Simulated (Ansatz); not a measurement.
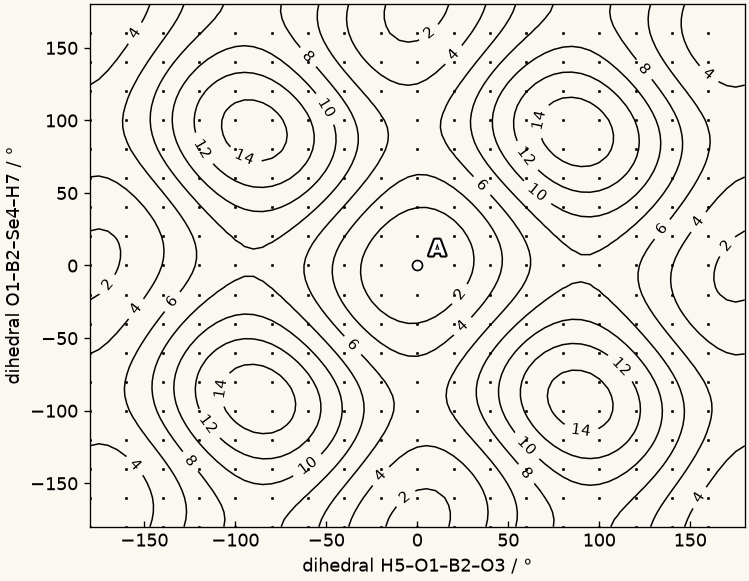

BH₃O₂Se, SMILES OB(O)[SeH]. Coordinates scanned: (1) dihedral H5–O1–B2–O3; (2) dihedral O1–B2–Se4–H7. Nothing is relaxed (all other coordinates rigid). The grid has 18 × 18 points; 314 points were computed and 10 follow by symmetry. Points are written as (first, second). Energies are in kcal/mol, from the lowest grid point. Level of theory: Ansatz 0.2.0, RKS B3LYP-D4/def2-SVP.

In the figure: contour lines labelled in kcal/mol (none above 14), dots at the grid points, the point A. Between grid points the surface is interpolated.

Find the lowest pass out of the well at A.

The easiest path leads from the well at (0°, 0°) to the well at (0°, −180°), about 1.4 kcal/mol higher. Its highest point lies about 5.4 kcal/mol above the bottom of the first well on the interpolated surface, at about (0°, 95°). Seen from the upper well the barrier is about 4 kcal/mol. This is the barrier on the constrained surface; relaxing the other coordinates would change it.

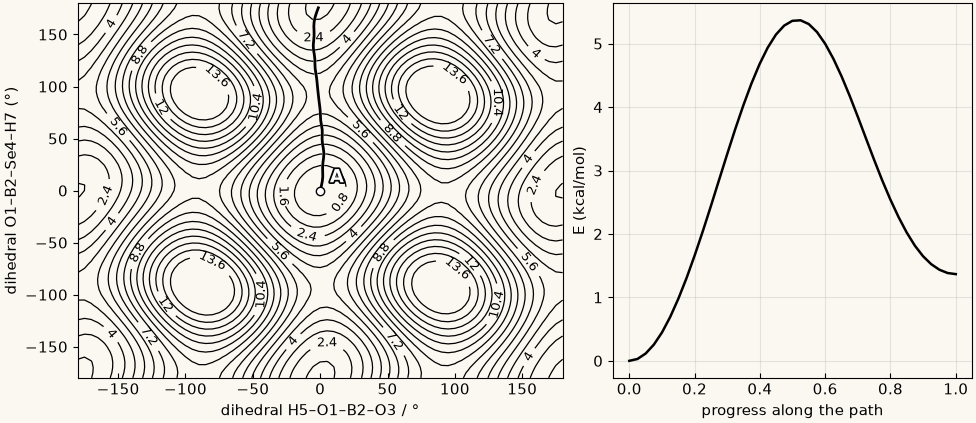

The picture shows contour lines labelled in kcal/mol (none above 13.6), a line along the lowest path, the energy along the path at the right. Between grid points the surface is interpolated.
